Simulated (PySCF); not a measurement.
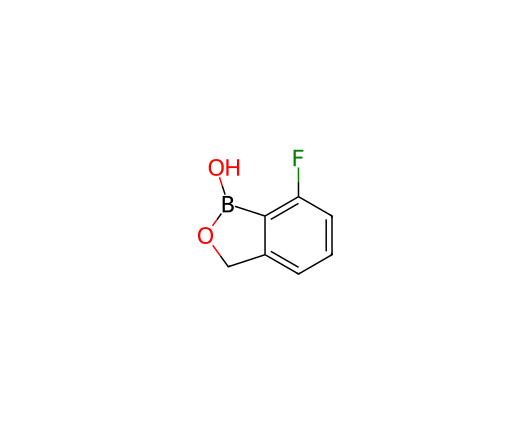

(Drawn from a calculation with PySCF.)

Skeletal drawing of a molecule.

Transcribe the drawing into SMILES.

OB1OCc2cccc(F)c21

What is the molecular formula?

C7H6BFO2.

An optimisation with PBE0-D3(BJ)/def2-SVP gave a structure of which point group?

Cs.
